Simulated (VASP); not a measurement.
# A VASP study of Y (SCAN): structure first, properties next, part 2 of 5

Aim: relax Y, then compute properties on the relaxed cell. The start is a cell from a database of measured crystal structures.

VASP 6.6.1; SCAN; plane waves and PAW (Y_sv).

So far: Set-up; First try.

## (3) Relaxing cell and atoms (SCAN)

The start need not lie at this functional's minimum. ISIF = 3 frees volume, shape and positions, and EDIFFG sets the threshold on forces and stress at which the search stops.

INCAR

```
SYSTEM = Y
PREC = Accurate
ENCUT = 400
EDIFF = 1E-06
NELM = 100
ISMEAR = 1
SIGMA = 0.2
LREAL = .FALSE.
ALGO = Normal
METAGGA = SCAN
LASPH = .TRUE.
NBANDS = 17
LORBIT = 11
LWAVE = .FALSE.
LCHARG = .FALSE.
KPAR = 2
IBRION = 2
NSW = 60
ISIF = 3
EDIFFG = -0.01
```

POSCAR

```
Y
1.0
    3.6474000000      0.0000000000      0.0000000000
   -1.8237000000      3.1587410578      0.0000000000
    0.0000000000      0.0000000000      5.7306000000
Y
2
Direct
    0.3333333333      0.6666666667      0.2500000000
    0.6666666667      0.3333333333      0.7500000000
```

KPOINTS

```
Automatic mesh
0
Gamma
7 7 4
0 0 0
```

PAW data sets: Y_sv (PBE family, release 64).

Run with:

```console
> mpirun -np 2 vasp_std
```

Output:

```text
[banner, memory and clock lines left out]
running    2 mpi-ranks, on    1 nodes
 distrk:  each k-point on    1 cores,    2 groups
 distr:  one band on    1 cores,    1 groups

 POSCAR found type information on POSCAR Y
 POSCAR found :  1 types and       2 ions
 [... a notice as in an earlier step ...]

 LDA part: xc-table for (None), standard interpolation
 POSCAR, INCAR and KPOINTS ok, starting setup
 FFT: planning ... GRIDC
 FFT: planning ... GRID_SOFT
 FFT: planning ... GRID
 WAVECAR not read
 entering main loop
       N       E                     dE             d eps       ncg     rms          rms(c)
DAV:   1     0.323463164116E+02    0.32346E+02   -0.10357E+04   824   0.106E+03
DAV:   2    -0.540753513737E+02   -0.86422E+02   -0.85108E+02  1020   0.242E+02
DAV:   3    -0.626676666267E+02   -0.85923E+01   -0.85250E+01  1516   0.442E+01
DAV:   4    -0.629824022775E+02   -0.31474E+00   -0.31462E+00   980   0.834E+00
DAV:   5    -0.629866185730E+02   -0.42163E-02   -0.42152E-02  1171   0.939E-01    0.326E+01
DAV:   6    -0.559267604329E+02    0.70599E+01   -0.12125E+01  1047   0.138E+01    0.235E+01
DAV:   7    -0.556425185775E+02    0.28424E+00   -0.11051E+00  1506   0.688E+00    0.733E+00
DAV:   8    -0.556598946969E+02   -0.17376E-01   -0.11741E-01  1022   0.279E+00    0.123E+00
DAV:   9    -0.556579417069E+02    0.19530E-02   -0.22285E-02   955   0.972E-01    0.344E-01
DAV:  10    -0.556568561850E+02    0.10855E-02   -0.18696E-03  1094   0.343E-01    0.338E-01
DAV:  11    -0.556564974408E+02    0.35874E-03   -0.10809E-04  1303   0.781E-02    0.114E-01
DAV:  12    -0.556562813126E+02    0.21613E-03   -0.45074E-05   986   0.635E-02    0.383E-02
DAV:  13    -0.556563451734E+02   -0.63861E-04   -0.16866E-06   907   0.109E-02    0.122E-02
DAV:  14    -0.556563973281E+02   -0.52155E-04   -0.10792E-06   629   0.105E-02    0.318E-03
DAV:  15    -0.556563896636E+02    0.76644E-05   -0.98318E-08   513   0.239E-03    0.107E-03
DAV:  16    -0.556563925295E+02   -0.28659E-05   -0.53500E-08   470   0.189E-03    0.240E-04
DAV:  17    -0.556563939247E+02   -0.13952E-05   -0.18690E-08   473   0.819E-04    0.505E-04
DAV:  18    -0.556563936784E+02    0.24628E-06   -0.61533E-09   474   0.507E-04
   1 F= -.55656394E+02 E0= -.55657575E+02  d E =-.556564E+02
 curvature:   0.00 expect dE= 0.000E+00 dE for cont linesearch  0.000E+00
 trial: gam= 0.00000 g(F)=  0.167E-47 g(S)=  0.416E-02 ort = 0.000E+00 (trialstep = 0.100E+01)
 search vector abs. value=  0.416E-02
 bond charge predicted
       N       E                     dE             d eps       ncg     rms          rms(c)
DAV:   1    -0.556718231791E+02   -0.15429E-01   -0.62964E-01   816   0.585E+00    0.738E-01
DAV:   2    -0.556626217964E+02    0.92014E-02   -0.37690E-02  1002   0.135E+00    0.398E-01
DAV:   3    -0.556587599757E+02    0.38618E-02   -0.13460E-02  1087   0.736E-01    0.214E-01
DAV:   4    -0.556589253689E+02   -0.16539E-03   -0.94901E-04  1165   0.210E-01    0.161E-01
DAV:   5    -0.556592301644E+02   -0.30480E-03   -0.40019E-04  1298   0.101E-01    0.676E-02
DAV:   6    -0.556592731725E+02   -0.43008E-04   -0.28501E-05  1428   0.244E-02    0.471E-02
DAV:   7    -0.556593187816E+02   -0.45609E-04   -0.12554E-05  1064   0.193E-02    0.234E-02
DAV:   8    -0.556593425896E+02   -0.23808E-04   -0.92932E-07   498   0.758E-03    0.253E-03
DAV:   9    -0.556593447348E+02   -0.21452E-05   -0.16668E-07   470   0.266E-03    0.929E-04
DAV:  10    -0.556593473569E+02   -0.26221E-05   -0.66263E-08   464   0.171E-03    0.416E-04
DAV:  11    -0.556593473253E+02    0.31557E-07   -0.28596E-08   459   0.856E-04
   2 F= -.55659347E+02 E0= -.55660737E+02  d E =-.295365E-02
[...]
3 F= -.55659658E+02 E0= -.55661086E+02  d E =-.326412E-02
[...]
4 F= -.55659724E+02 E0= -.55661215E+02  d E =-.333079E-02
[...]
5 F= -.55659767E+02 E0= -.55661220E+02  d E =-.337362E-02
 curvature:  -0.25 expect dE=-0.212E-03 dE for cont linesearch -0.188E-08
 trial: gam= 0.20266 g(F)=  0.164E-46 g(S)=  0.837E-03 ort =-0.555E-05 (trialstep = 0.109E+01)
 search vector abs. value=  0.101E-02
 bond charge predicted
       N       E                     dE             d eps       ncg     rms          rms(c)
DAV:   1    -0.556666050407E+02   -0.68378E-02   -0.20764E-01   872   0.333E+00    0.493E-01
DAV:   2    -0.556618044596E+02    0.48006E-02   -0.21608E-02   926   0.104E+00    0.313E-01
DAV:   4    -0.556599032698E+02    0.97712E-04   -0.96335E-04  1187   0.167E-01    0.141E-01
DAV:   5    -0.556599803187E+02   -0.77049E-04   -0.39785E-04  1372   0.781E-02    0.462E-02
DAV:   6    -0.556599422815E+02    0.38037E-04   -0.27044E-05  1177   0.222E-02    0.309E-02
DAV:   7    -0.556599061133E+02    0.36168E-04   -0.29316E-05  1109   0.233E-02    0.296E-02
DAV:   8    -0.556598741414E+02    0.31972E-04   -0.14085E-06   551   0.971E-03    0.569E-03
DAV:   9    -0.556598649992E+02    0.91422E-05   -0.21115E-07   435   0.356E-03    0.423E-03
DAV:  10    -0.556598486849E+02    0.16314E-04   -0.15045E-07   431   0.351E-03    0.682E-04
DAV:  11    -0.556598421820E+02    0.65029E-05   -0.56228E-08   429   0.191E-03    0.614E-04
DAV:  12    -0.556598443980E+02   -0.22160E-05   -0.17864E-08   427   0.850E-04    0.368E-04
DAV:  13    -0.556598447120E+02   -0.31396E-06   -0.68540E-09   423   0.428E-04
   6 F= -.55659845E+02 E0= -.55661370E+02  d E =-.774103E-04
 trial-energy change:   -0.000077  1 .order   -0.000427   -0.000912    0.000059
 step:   1.0255(harm=  1.0255)  dis= 0.00000  next Energy=   -55.660196 (dE=-0.428E-03)
 reached required accuracy - stopping structural energy minimisation
```

The job ended after 93 s (2 MPI ranks of Intel Xeon 6975P-C (Granite Rapids), shared host; peak memory 0.34 GiB).

Parts of OUTCAR (step 3):

```text
 Found     24 irreducible k-points:

   dimension x,y,z NGX =    24 NGY =   24 NGZ =   40
   dimension x,y,z NGXF=    48 NGYF=   48 NGZF=   80

   ENCUT  =  400.0 eV  29.40 Ry    5.42 a.u.   5.95  5.95  9.35*2*pi/ulx,y,z

   NELECT =      22.0000    total number of electrons

 E-fermi :   2.9694

 k-point     1 :       0.0000    0.0000    0.0000
  band No.  band energies     occupation
    ...
      6     -20.3221      2.00000
      7     -20.3220      2.00000
      8     -20.2753      2.00000
      9      -1.9027      2.00000
     10       1.1160      2.00000
     11       3.8633     -0.00000
     12       4.9025     -0.00000
     13       4.9027     -0.00000
     14       5.3614     -0.00000
     15       5.5809     -0.00000
    ...

 k-point     2 :       0.1429   -0.0000    0.0000
  band No.  band energies     occupation
    ...
      6     -20.3921      2.00000
      7     -20.3300      2.00000
      8     -20.2944      2.00000
      9      -1.4751      2.00000
     10       1.4931      2.00000
     11       3.4790     -0.00186
     12       4.1000     -0.00000
     13       5.1452     -0.00000
     14       5.3082     -0.00000
     15       5.4643     -0.00000
    ...

  Total        0.0080051      0.0080051      0.0093679      0.0000000     -0.0000000     -0.0000000
  in kB        0.1936897      0.1936897      0.2266620      0.0000000     -0.0000000     -0.0000000
  external PRESSURE =       0.2046804 kB  Pullay stress =       0.0000000 kB

  energy-cutoff  :      400.00
  volume of cell :       66.22
      direct lattice vectors                 reciprocal lattice vectors
     3.677019490  0.000000000 -0.000000000     0.271959396  0.157015831  0.000000000
    -1.838509745  3.184392288  0.000000000     0.000000000  0.314031661  0.000000000
     0.000000000 -0.000000000  5.655219647     0.000000000  0.000000000  0.176827791

 POSITION                                       TOTAL-FORCE (eV/Angst)
 -----------------------------------------------------------------------------------
     -0.00000      2.12293      1.41380         0.000000     -0.000000      0.000000
      1.83851      1.06146      4.24141         0.000000      0.000000      0.000000
 -----------------------------------------------------------------------------------
    total drift:                               -0.000000      0.000000     -0.000000

  FREE ENERGIE OF THE ION-ELECTRON SYSTEM (eV)
  ---------------------------------------------------
  free  energy   TOTEN  =       -55.6598447120 eV

  energy  without entropy=      -55.6644202307  energy(sigma->0) =      -55.66136988

 total charge
# of ion       s       p       d       f       tot
--------------------------------------------------
    1        2.271   6.258   0.873   0.006   9.408
    2        2.271   6.258   0.873   0.006   9.408
--------------------------------------------------
tot          4.542  12.515   1.745   0.013  18.815

[... 7 parts as in an earlier step ...]

[... 5 further parts left out ...]
```

The k-mesh is coarse for a metal. The PAW data sets were made with PBE, which is usual practice but a small mismatch for other functionals. The run keeps the 24 symmetry operations of its start, so it cannot find a distortion of lower symmetry.

The steps of the relaxation:

```csv
step,energy less that of the first step (eV),largest force (eV/Å),pressure (GPa),volume (Å³)
1,0.0000,0.0000,0.22,66.02
2,-0.0030,0.0000,-0.10,66.45
3,-0.0033,0.0000,-0.18,66.56
4,-0.0033,0.0000,-0.34,66.79
5,-0.0034,0.0000,-0.24,66.65
6,-0.0035,0.0000,0.02,66.22
```

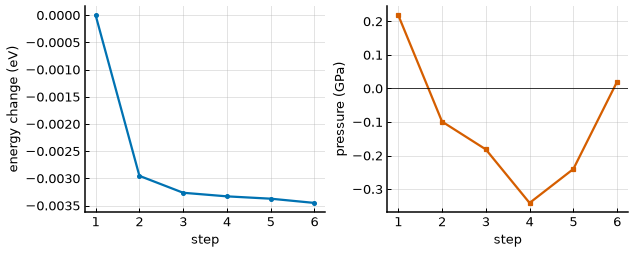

Energy and pressure along the relaxation.

```csv
"conventional cell, symmetrised",before,after,change
a (Å),3.647,3.677,+0.8 %
b (Å),3.647,3.677,+0.8 %
c (Å),5.731,5.655,-1.3 %
volume (Å³/atom),33.01,33.11,+0.3 %
```

The relaxed structure:

```cif
data_structure
_symmetry_space_group_name_H-M 'P 1'
_symmetry_Int_Tables_number 1
_cell_length_a 3.6770
_cell_length_b 3.6770
_cell_length_c 5.6552
_cell_angle_alpha 90.000
_cell_angle_beta 90.000
_cell_angle_gamma 120.000
_cell_volume 66.22
loop_
_atom_site_label
_atom_site_type_symbol
_atom_site_fract_x
_atom_site_fract_y
_atom_site_fract_z
_atom_site_occupancy
Y1 Y 0.33333 0.66667 0.25000 1
Y2 Y 0.66667 0.33333 0.75000 1
```

Numbers from this step:

```
electrons                       : 22
bands                           : 17
irreducible k-points            : 24
symmetry operations             : 24
free energy (TOTEN)             : -55.6598 eV
energy at zero smearing         : -55.6614 eV
Fermi energy                    : 2.969 eV
pressure                        : 0.02047 GPa
metallic                        : yes
SCF cycles over all ionic steps : 68
```

It ends with forces that vanish by symmetry and a pressure of 0.02 GPa. The volume lies +0.3 % from that of the database's start.

## (4) Single point with fields (SCAN)

A single point on the relaxed cell gives a clean self-consistent state, with density, ELF and potential written out.

Edit INCAR of step 3 so:

```diff
@@ -14,7 +14,5 @@
 LWAVE = .FALSE.
-LCHARG = .FALSE.
-KPAR = 2
-IBRION = 2
-NSW = 60
-ISIF = 3
-EDIFFG = -0.01
+LCHARG = .TRUE.
+ISIF = 2
+LELF = .TRUE.
+LVHAR = .TRUE.
```

POSCAR

```
Y
1.0
    3.6770194897      0.0000000000      0.0000000000
   -1.8385097448      3.1843922883      0.0000000000
    0.0000000000      0.0000000000      5.6552196470
Y
2
Direct
    0.3333333333      0.6666666667      0.2500000000
    0.6666666667      0.3333333333      0.7500000000
```

KPOINTS is that of step 3.

Run with:

```console
> mpirun -np 2 vasp_std
```

Output:

```text
[banner, memory and clock lines left out]
running    2 mpi-ranks, on    1 nodes
 distrk:  each k-point on    2 cores,    1 groups
 distr:  one band on    1 cores,    2 groups

 POSCAR found type information on POSCAR Y
 POSCAR found :  1 types and       2 ions
 [... a notice as in an earlier step ...]

 LDA part: xc-table for (None), standard interpolation
|                                                                             |
|           W    W    AA    RRRRR   N    N  II  N    N   GGGG   !!!           |
|           W    W   A  A   R    R  NN   N  II  NN   N  G    G  !!!           |
|           W    W  A    A  R    R  N N  N  II  N N  N  G       !!!           |
|           W WW W  AAAAAA  RRRRR   N  N N  II  N  N N  G  GGG   !            |
|           WW  WW  A    A  R   R   N   NN  II  N   NN  G    G                |
|           W    W  A    A  R    R  N    N  II  N    N   GGGG   !!!           |
|                                                                             |
|     The number of bands has been changed from the values supplied in        |
|     The orbitals not found in the WAVECAR file will be initialized with     |
|     random numbers, which is usually adequate. For correlated               |
|     calculations, however, you should redo the groundstate calculation.     |
|     I found NBANDS = 17. Now, NBANDS = 18.                                  |
|                                                                             |

 POSCAR, INCAR and KPOINTS ok, starting setup
 FFT: planning ... GRIDC
 FFT: planning ... GRID_SOFT
 FFT: planning ... GRID
 WAVECAR not read
 entering main loop
       N       E                     dE             d eps       ncg     rms          rms(c)
DAV:   1     0.320932974386E+02    0.32093E+02   -0.10248E+04   864   0.985E+02
DAV:   2    -0.537062499226E+02   -0.85800E+02   -0.84143E+02  1098   0.234E+02
DAV:   3    -0.627686881254E+02   -0.90624E+01   -0.89525E+01  1580   0.424E+01
DAV:   4    -0.629813117997E+02   -0.21262E+00   -0.21244E+00  1058   0.750E+00
DAV:   5    -0.629859396908E+02   -0.46279E-02   -0.46262E-02  1256   0.928E-01    0.324E+01
DAV:   6    -0.559301931422E+02    0.70557E+01   -0.12027E+01  1126   0.130E+01    0.234E+01
DAV:   7    -0.556468432941E+02    0.28335E+00   -0.10977E+00  1576   0.649E+00    0.743E+00
DAV:   8    -0.556635533446E+02   -0.16710E-01   -0.11517E-01  1098   0.268E+00    0.123E+00
DAV:   9    -0.556613966032E+02    0.21567E-02   -0.22105E-02   996   0.937E-01    0.335E-01
DAV:  10    -0.556603858004E+02    0.10108E-02   -0.19173E-03  1096   0.320E-01    0.341E-01
DAV:  11    -0.556600383646E+02    0.34744E-03   -0.10527E-04  1308   0.694E-02    0.461E-02
DAV:  12    -0.556598005696E+02    0.23779E-03   -0.42487E-05   962   0.564E-02    0.157E-02
DAV:  13    -0.556598664386E+02   -0.65869E-04   -0.18591E-06   838   0.987E-03    0.142E-02
DAV:  14    -0.556598956084E+02   -0.29170E-04   -0.48028E-07   528   0.656E-03    0.314E-03
DAV:  15    -0.556598870027E+02    0.86057E-05   -0.79936E-08   508   0.189E-03    0.217E-03
DAV:  16    -0.556598903426E+02   -0.33399E-05   -0.28735E-08   498   0.131E-03    0.505E-04
DAV:  17    -0.556598922236E+02   -0.18810E-05   -0.11528E-08   498   0.715E-04    0.570E-04
DAV:  18    -0.556598913500E+02    0.87368E-06   -0.40158E-09   498   0.401E-04
   1 F= -.55659891E+02 E0= -.55661416E+02  d E =0.457392E-02
```

Wall time 25 s (2 MPI ranks); peak memory 0.29 GiB; 42 s of CPU time.

OUTCAR, selected parts (step 4):

```text
  LATTYP: Found a hexagonal cell.
 ALAT       =     3.6770194897
 C/A-ratio  =     1.5379901202

 Found     24 irreducible k-points:

   k-points           NKPTS =     24   k-points in BZ     NKDIM =     24   number of bands    NBANDS=     18

   ENCUT  =  400.0 eV  29.40 Ry    5.42 a.u.   6.00  6.00  9.22*2*pi/ulx,y,z

   NELECT =      22.0000    total number of electrons

 E-fermi :   2.9694

 k-point     1 :       0.0000    0.0000    0.0000
  band No.  band energies     occupation
    ...
      6     -20.3221      2.00000
      7     -20.3220      2.00000
      8     -20.2753      2.00000
      9      -1.9027      2.00000
     10       1.1160      2.00000
     11       3.8635     -0.00000
     12       4.9026     -0.00000
     13       4.9027     -0.00000
     14       5.3613     -0.00000
     15       5.5809     -0.00000
    ...

 k-point     2 :       0.1429   -0.0000    0.0000
  band No.  band energies     occupation
    ...
      6     -20.3921      2.00000
      7     -20.3300      2.00000
      8     -20.2944      2.00000
      9      -1.4751      2.00000
     10       1.4931      2.00000
     11       3.4791     -0.00186
     12       4.1001     -0.00000
     13       5.1452     -0.00000
     14       5.3082     -0.00000
     15       5.4643     -0.00000
    ...

  Total        0.0086087      0.0086087      0.0087932      0.0000000     -0.0000000      0.0000000
  in kB        0.2082944      0.2082944      0.2127581      0.0000000     -0.0000000      0.0000000
  external PRESSURE =       0.2097823 kB  Pullay stress =       0.0000000 kB

  energy-cutoff  :      400.00
  volume of cell :       66.22
      direct lattice vectors                 reciprocal lattice vectors
     3.677019490  0.000000000  0.000000000     0.271959396  0.157015831  0.000000000
    -1.838509745  3.184392288  0.000000000     0.000000000  0.314031661  0.000000000
     0.000000000  0.000000000  5.655219647     0.000000000  0.000000000  0.176827791

 POSITION                                       TOTAL-FORCE (eV/Angst)
 -----------------------------------------------------------------------------------
     -0.00000      2.12293      1.41380        -0.000000      0.000000      0.000000
      1.83851      1.06146      4.24141         0.000000      0.000000      0.000000
 -----------------------------------------------------------------------------------
    total drift:                               -0.000000      0.000000     -0.000000

  FREE ENERGIE OF THE ION-ELECTRON SYSTEM (eV)
  ---------------------------------------------------
  free  energy   TOTEN  =       -55.6598913500 eV

  energy  without entropy=      -55.6644652749  energy(sigma->0) =      -55.66141599

[... 5 parts as in an earlier step ...]

[... 6 further parts left out ...]
```

Numbers from this step:

```yaml
scf_cycles: 18
bands: 18
free_energy_toten: -55.6599 eV
pressure: 0.02098 GPa
```

Valence electrons inside each PAW sphere by angular momentum. Sphere charges, by row:

```csv
atom,s (e),p (e),d (e),f (e),tot (e)
Y1,2.271,6.258,0.873,0.006,9.408
Y2,2.271,6.258,0.873,0.006,9.408
```

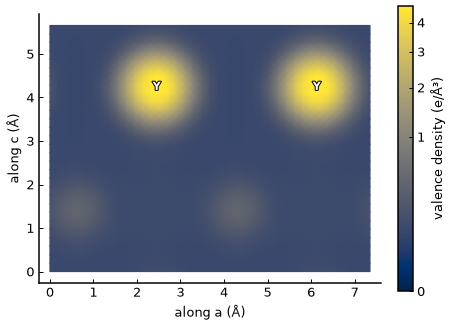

Valence density in the ac plane at fractional y = 0.333, with atoms of Y within 0.2 Å of it. It is the smooth field of the valence electrons, not physical close to the nuclei. The colour scale is stretched toward low values.

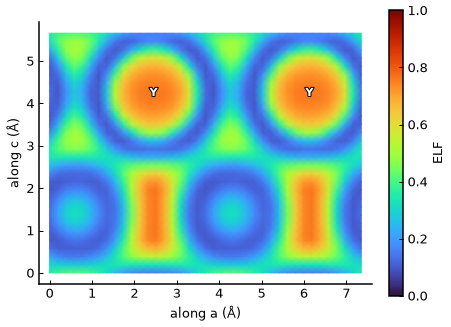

ELF in the ac plane at fractional y = 0.333, with atoms of Y within 0.2 Å of it. It is the smooth field of the valence electrons, not physical close to the nuclei.

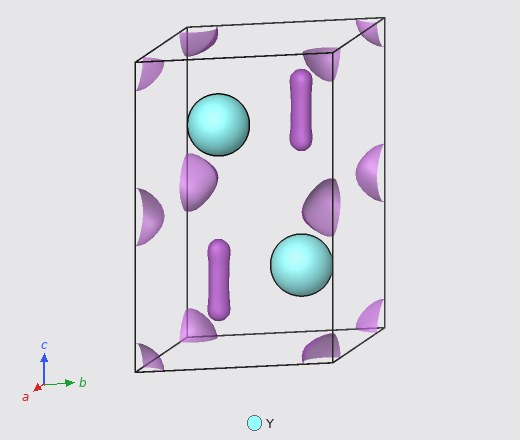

Surface of ELF = 0.73.

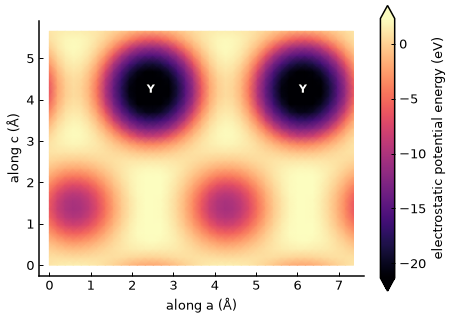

Electrostatic potential energy in the ac plane at fractional y = 0.333, with atoms of Y within 0.2 Å of it. With pseudopotentials it is smooth inside the atoms' cores, unlike the true potential.

In this run the pressure is 0.02 GPa, small enough to go on.

[end of part 2 of 5]

[Lines on the potential files, build, host, timing and source positions are cut from VASP's logs without a mark.]

[Logs are printed without paths, hosts, clocks, repeated set-up lines and the standing remarks that a program may print on its own settings, such as how far it seeks lower states.]

[Hosts, paths, dates, database ids (printed as entryN), source tags and the programs' standing remarks are cut or masked in the printed files.]

[A measured line is paired with the nearest computed mode of its activity, which favours agreement.]
